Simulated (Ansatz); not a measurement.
The structure below was relaxed with DFT with PBEsol, PAW potentials and a 420 eV plane-wave cutoff in Ansatz (a program for electronic structure), scalar-relativistic without spin-orbit coupling.

```
CELL_PARAMETERS angstrom
      0.00000     2.02719     2.02719
      2.02719     0.00000     2.02719
      2.02719     2.02719     0.00000
ATOMIC_POSITIONS crystal
  Ag 0.00000 0.00000 0.00000
```

Find the space group and the Wyckoff positions.

Space group Fm-3m (No. 225); a = b = c = 4.0544 Å, α = β = γ = 90.00°

```tsv
atom	site	symmetry	x	y	z
Ag	4a	m-3m	0.0000	0.0000	0.0000
```

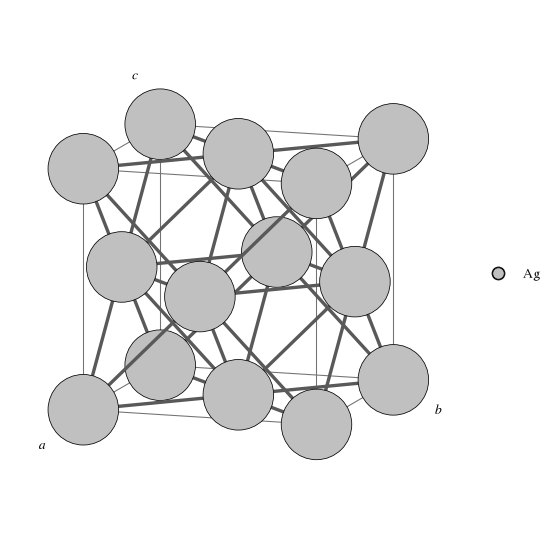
Figure: The conventional cell

Stability against distortions was not tested. The cell was made from Cu by this change: Cu → Ag.
